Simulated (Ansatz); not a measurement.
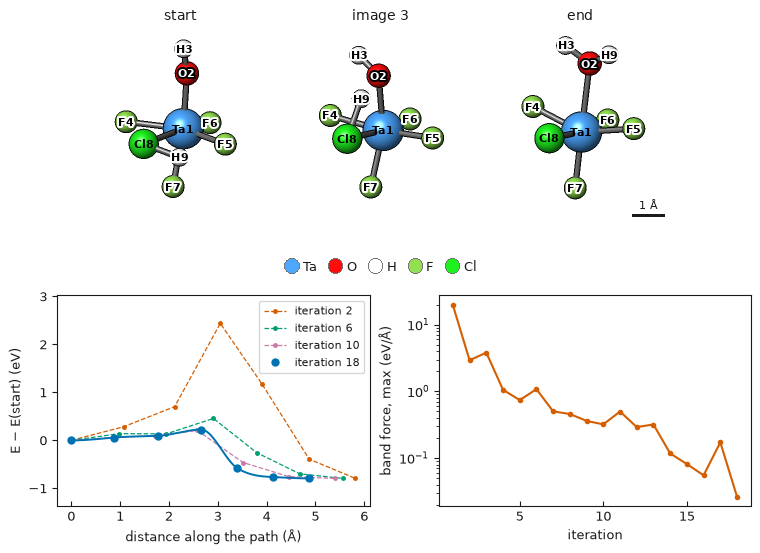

NEB run on TaH2OClF4. Images are numbered from 0 (start) to 6 (end). The plot follows the band through its iterations. A ball-and-stick model, seen from a free direction.

Computed with RKS PBE0/def2-SVP (Ansatz 0.2.0). Set-up: 5 movable images; climbing image; force threshold 0.05 eV/Å; iteration limit 60; starting path through a guess of the saddle point.

Did the band converge, and can the barrier be trusted?

The result is final at these settings. The band converged in 18 iterations. The largest component of the band force went from 20 to 0.026 eV/Å. The climbing image converged on the top of the path. Its vibrational analysis gives one imaginary mode (403i cm⁻¹), as a transition state must have. The first iteration put the highest image at 5.48 eV. The energy climbs by 0.23 eV to image 3 and then falls by 1.02 eV, so the end point sits at −0.79 eV.

The run took 4.3 min on 4 threads of Arm Neoverse V2, with other jobs on the host, peak memory 0.35 GiB.
